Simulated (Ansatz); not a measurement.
**SiS$_{2}$: structures and their energies**

7 relaxations of SiS2 ended in 6 distinct structures. Level of theory: PBE-D3(BJ) (plane waves to 420 eV, PAW, scalar-relativistic; Ansatz, a quantum-chemistry and plane-wave program).

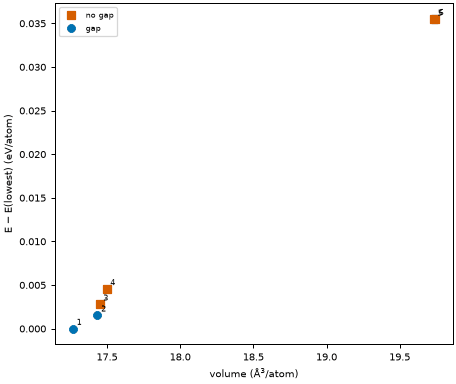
Fig. 1. Energy against volume of the distinct structures, numbered as in the table

```tsv
#	space group	Pearson	type	E − E(lowest) (eV/atom)	V (Å³/atom)	gap (eV, no SOC)	runs ending here
1	R3m	hR3	–	0.00	17.27	0.02	1
2	P6₃/mmc	hP6	–	0.00	17.43	0.06	1
3	P-6m2	hP6	–	0.00	17.45	0.00	1
4	P6₃/mmc	hP6	–	0.00	17.50	0.00	2
5	P6₃/mmc	hP6	–	0.04	19.73	0.00	1
6	P-6m2	hP3	–	0.04	19.74	0.00	1
```

R3m, hR3 is the lowest among the structures calculated here, level within the accuracy with P6₃/mmc, hP6; P-6m2, hP6; P6₃/mmc, hP6.

```cif
data_S6Si3
_chemical_formula_sum 'S6 Si3'
_space_group_name_H-M_alt 'R3m :H'
_space_group_IT_number 160
_space_group_name_Hall 'R 3 -2"'
_cell_length_a 3.21448
_cell_length_b 3.21448
_cell_length_c 17.36694
_cell_angle_alpha 90.000
_cell_angle_beta 90.000
_cell_angle_gamma 120.000
loop_
_atom_site_label
_atom_site_type_symbol
_atom_site_symmetry_multiplicity
_atom_site_Wyckoff_symbol
_atom_site_fract_x
_atom_site_fract_y
_atom_site_fract_z
_atom_site_occupancy
S1 S 3 a 0.00000 0.00000 0.33212 1
Si1 Si 3 a 0.00000 0.00000 0.74917 1
S2 S 3 a 0.00000 0.00000 0.49948 1
```
(The calculation used a cell of 3 atoms; values per cell refer to that cell.)

Each run could gain symmetry but not lose that of its start, so entries can be saddle points. All of these are generated cells (placed on structure types, drawn at random, substituted or restacked) that were not matched to a known phase here. The real structure of this composition may not be among these. Static energies at zero pressure. Each cell has its own k-point mesh; energy differences are given only to the digits this allows. No spin polarisation in the result.
